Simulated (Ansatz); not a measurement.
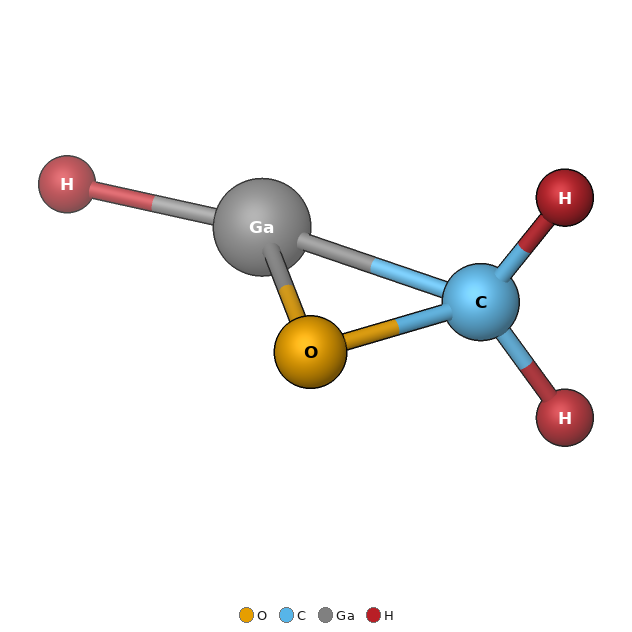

Atoms fade into the background with distance from the viewer. The geometry was computed by an optimisation with PBE0-D4/def2-TZVP. No frequency run is at hand to confirm it as a minimum.

List the symmetry elements and name the point group.

Answer. It has 1 mirror plane, so the point group is Cs. The group has 2 operations. The geometry is achiral, and symmetry allows a dipole moment.
